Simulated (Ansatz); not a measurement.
Fe₂O₃ (corundum)

```xyz
10
Lattice="2.3868 1.3780 4.4372 -2.3868 1.3780 4.4372 0.0000 -2.7561 4.4372" Properties=species:S:1:pos:R:3 pbc="T T T"
Fe     0.0000     0.0000     4.5993
Fe     0.0000     0.0000     2.0565
Fe     0.0000     0.0000     8.7123
Fe     0.0000     0.0000    11.2552
O     -0.8921     1.3780     7.7651
O     -0.7474    -1.4616     7.7651
O      1.6395     0.0836     7.7651
O      0.8921    -1.3780     5.5465
O      0.7474     1.4616     5.5465
O     -1.6395    -0.0836     5.5465
```

Equation-of-state scan: isotropic scaling of the cell above, V₀ being its volume. The atoms relax within the cell's symmetry.

Level of theory: PBE (plane waves to 420 eV, PAW, scalar-relativistic; Ansatz, a first-principles code). k mesh 12×12×12 (Γ-centred), Fermi-Dirac smearing 0.05 eV. The energy includes the smearing's −TS. With the shape held, the modulus is that of even scaling; a crystal free to change shape is softer. At this level the bands of Fe2O3 touch or barely overlap; measurements give the solid a gap. Fe2O3 is run spin-polarised and with no Hubbard U; the real compound is an antiferromagnetic insulator, a state that this run doesn't describe. Fe2O3 was relaxed with its symmetry unable to fall. Relaxed Fe2O3 ends ferromagnetic. The PAW data are Ansatz's earlier set. The relaxed volume of Fe2O3 is well below the measured one. Other magnetic orders were not checked, so this need not be the ground state. ΔE is measured from the relaxed starting cell.

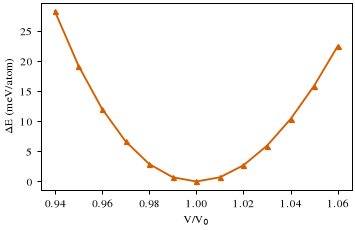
ΔE (meV/atom) against V/V₀; markers are the computed points, lines only join them.

The energy cost of the largest expansion is 22 meV/atom. The pressure for 5 % compression (fit) is 14.8 GPa. The energy cost of the largest compression is 28 meV/atom. The equilibrium volume of the fit comes out as 8.76 Å³/atom and the pressure at the smallest volume comes out as 18.3 GPa.

P = (3B₀/2)(x⁷ − x⁵)[1 + ¾(B₀′ − 4)(x² − 1)] with x = (1/0.95)^(1/3), B₀ = 255 GPa and B₀′ = 4.72.

(A scan under strain: stresses follow from slopes of the energy per volume, elastic moduli from its curvatures.)
